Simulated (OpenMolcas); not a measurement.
GeH₄O₂: excited-state calculation (part 4 of 4)

The same run, continued: GeH₄O₂, SMILES [OH][GeH2][OH]; CASSCF/ANO-RCC-VDZP, DKH2 (OpenMolcas 26.06). The geometry comes from this level: PBE0-D4/def2-TZVP.

Geometry of the input (Å):
```
O  -1.4913  -0.4160  -0.1739
Ge 0.0235  0.3770  0.3053
O  1.3474  -0.7989  0.4006
H  -1.6349  -0.4187  -1.1221
H  0.3634  1.4605  -0.7391
H  -0.1725  0.8631  1.7373
H  1.6256  -1.1352  -0.4538
```

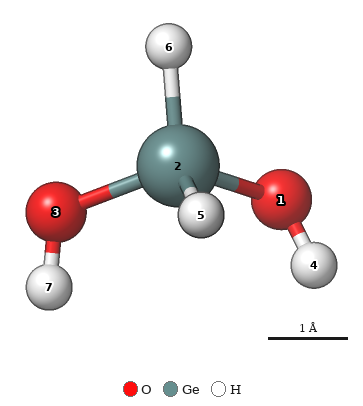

Figure 1. The structure as given in the input (ball-and-stick view, seen at a tilt; atoms are numbered from 1 in the order of the input). Sticks mark near contacts.

Log, continued:
```
++    LoProp analysis:
      ----------------

++    Static properties:
      ------------------

      LoProp Charges per center

                   O1       O3       GE2      H4       H5       H6       H7
      Nuclear      8.0000   8.0000  32.0000   1.0000   1.0000   1.0000   1.0000
      Electronic  -8.3208  -8.7183 -31.2647  -0.9403  -1.0257  -1.0575  -0.6725

      Total       -0.3208  -0.7183   0.7353   0.0597  -0.0257  -0.0575   0.3275
--

      Natural Bond Order analysis for root number:  2

++    Natural Bond Order analysis
      ---------------------------
      Based on LoProp computed density
      -------------------------------------------------------------------------------------
      Atom A       Atom B       Bond Order
      -------------------------------------------------------------------------------------
      NBO located      0.994 non-bonded electrons on atom O1
      NBO located      0.999 non-bonded electrons on atom O3
      NBO located      1.003 non-bonded electrons on atom GE2
      NBO located      1.001 non-bonded electrons on atom GE2
      NBO located      0.996 non-bonded electrons on atom GE2
      NBO located      0.997 non-bonded electrons on atom GE2
      NBO located      0.997 non-bonded electrons on atom GE2
      NBO located      0.998 non-bonded electrons on atom GE2
      NBO located      0.998 non-bonded electrons on atom GE2
      NBO located      0.999 non-bonded electrons on atom GE2
      NBO located      0.999 non-bonded electrons on atom GE2
      NBO located      1.000 non-bonded electrons on atom GE2
      NBO located      1.000 non-bonded electrons on atom GE2
      NBO located      1.000 non-bonded electrons on atom GE2
      NBO located      1.000 non-bonded electrons on atom GE2
      NBO located      1.000 non-bonded electrons on atom GE2
      The remaining   10.819 electrons are to be considered as diffuse
--

--

      Von Neumann Entropy (Root   3) =  0.00428

      Mulliken population analysis for root number:  3
      -----------------------------------------------

++    Molecular charges:
      ------------------

      Mulliken charges per centre
      ---------------------------

                O1      O3      GE2     H4      H5      H6      H7
      Total    7.1599  8.5218 31.1156  2.0198  1.0423  1.1939  0.9467

      N-E      0.8401 -0.5218  0.8844 -1.0198 -0.0423 -0.1939  0.0533

      Total electronic charge=   52.000000

      Total            charge=   -0.000000
--

      Expectation values of various properties for root number:  3
      -----------------------------------------------------------

++    Molecular properties:
      ---------------------

      Charge (e):
                      =   -0.0000
      Dipole Moment (debye):
      Origin of the operator (angstrom)=   -0.0035    0.0838    0.2330
                   X=  1.4906E+00               Y=  1.9493E+00               Z=  1.9655E+00           Total=  3.1440E+00
      Quadrupole Moment (debye*angstrom):
      Origin of the operator (angstrom)=   -0.0035    0.0838    0.2330
                  XX= -4.2447E+01              XY= -2.4153E+00              XZ= -9.2616E+00              YY= -3.6631E+01
                  YZ= -1.1856E+00              ZZ= -4.4034E+01
      In traceless form (debye*angstrom)
                  XX= -2.1140E+00              XY= -3.6230E+00              XZ= -1.3892E+01              YY=  6.6092E+00
                  YZ= -1.7785E+00              ZZ= -4.4951E+00
--

      LoProp population analysis for root number:  3
      -----------------------------------------------

++    LoProp analysis:
      ----------------

++    Static properties:
      ------------------

      LoProp Charges per center

                   O1       O3       GE2      H4       H5       H6       H7
      Nuclear      8.0000   8.0000  32.0000   1.0000   1.0000   1.0000   1.0000
      Electronic  -7.7036  -8.6540 -31.6362  -1.2969  -0.9580  -1.0597  -0.6917

      Total        0.2964  -0.6540   0.3638  -0.2969   0.0420  -0.0597   0.3083
--

      Natural Bond Order analysis for root number:  3

++    Natural Bond Order analysis
      ---------------------------
      Based on LoProp computed density
      -------------------------------------------------------------------------------------
      Atom A       Atom B       Bond Order
        GE2          H4             0.806
      -------------------------------------------------------------------------------------
      NBO located      1.611 electrons involved in    1 bonds.
      NBO located      0.990 non-bonded electrons on atom O1
      NBO located      0.998 non-bonded electrons on atom O3
      NBO located      0.992 non-bonded electrons on atom GE2
      NBO located      1.001 non-bonded electrons on atom GE2
      NBO located      0.996 non-bonded electrons on atom GE2
      NBO located      0.996 non-bonded electrons on atom GE2
      NBO located      0.997 non-bonded electrons on atom GE2
      NBO located      0.998 non-bonded electrons on atom GE2
      NBO located      0.999 non-bonded electrons on atom GE2
      NBO located      0.999 non-bonded electrons on atom GE2
      NBO located      0.999 non-bonded electrons on atom GE2
      NBO located      1.000 non-bonded electrons on atom GE2
      NBO located      1.000 non-bonded electrons on atom GE2
      NBO located      1.000 non-bonded electrons on atom GE2
      NBO located      1.000 non-bonded electrons on atom GE2
      NBO located      1.000 non-bonded electrons on atom GE2
      The remaining    8.518 electrons are to be considered as diffuse
--

--

      Average orbitals are written to the RASORB file
      Natural orbitals for root   1 are written to the RASORB.1 file
      Natural orbitals for root   2 are written to the RASORB.2 file
      Natural orbitals for root   3 are written to the RASORB.3 file
      Spin density orbitals for root   1 are written to the SPDORB.1 file
      Spin density orbitals for root   2 are written to the SPDORB.2 file
      Spin density orbitals for root   3 are written to the SPDORB.3 file

--- Stop Module: rasscf /rc=_RC_ALL_IS_WELL_ ---
           step2.RasOrb.3 step2.rasscf.h5 step2.SpdOrb.1 step2.SpdOrb.2 step2.SpdOrb.3 xmldump
--- Module rasscf spent 7 seconds ---

.##################.
.# Happy landing! #.
.##################.

    Timing: Wall=22.78 User=19.59 System=2.83
```
